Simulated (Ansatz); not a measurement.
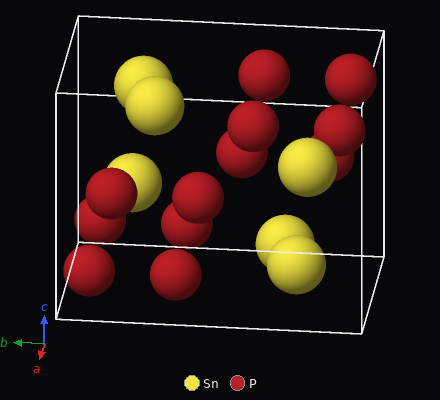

The structure; the drawing may span several cells.

Given this structure, the geometry relaxed with DFT PBE, scalar-relativistic, plane waves, PAW in Ansatz 0.2.0; the starting structure was generated, so it need not be a known form of this composition, written in its standard cell:

```xyz
12
Lattice="4.9234 0.0000 0.0000 0.0000 7.9715 0.0000 0.0000 0.0000 6.4202" Properties=species:S:1:pos:R:3 pbc="T T T"
Sn    0.0000    5.9786    3.9795
Sn    0.0000    1.9929    2.4407
P     2.4617    0.8645    4.6378
P     0.0000    7.1071    1.4277
P     2.4617    7.1071    1.7824
P     0.0000    0.8645    4.9925
Sn    2.4617    1.9929    0.7694
Sn    2.4617    5.9786    5.6508
P     0.0000    4.8502    1.4277
P     2.4617    3.1213    4.6378
P     0.0000    3.1213    4.9925
P     2.4617    4.8502    1.7824
```

> Predict the [010] zone-axis pattern (300 kV, kinematic, B = 0.5 Å²).

The spots form a centred rectangular net with both shortest vectors at d = 3.91 Å, 75.0° apart. They are 1 0 1 and 1 0 -1. The pattern has symmetry 2mm. The lattice centring (I) removes all reflections that break h + k + l = 2n.

Strongest reflections with d > 1.20 Å, one of each family (|F|² from tabulated Gaussian fits of the electron scattering factors, times a small damping for the curvature of the Ewald sphere):

```csv
hkl,d (Å),I (strongest = 100)
2 0 0,2.462,100
0 0 2,3.210,30
4 0 0,1.231,18
1 0 1,3.907,15
1 0 5,1.242,12
2 0 2,1.953,10
```

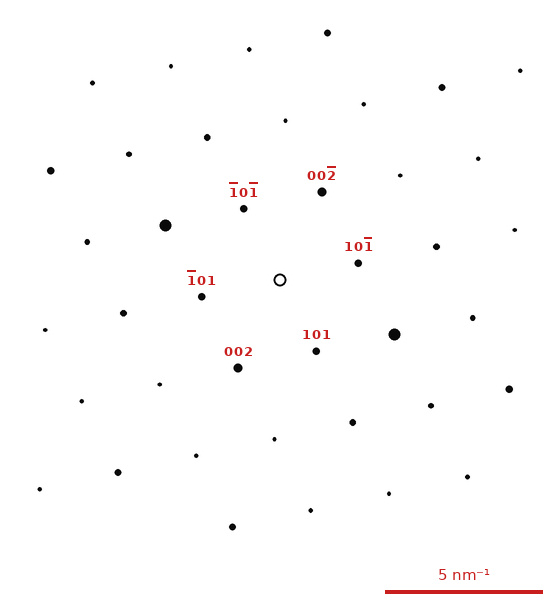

Calculated pattern, seen from the source side with [010] pointing towards the source.
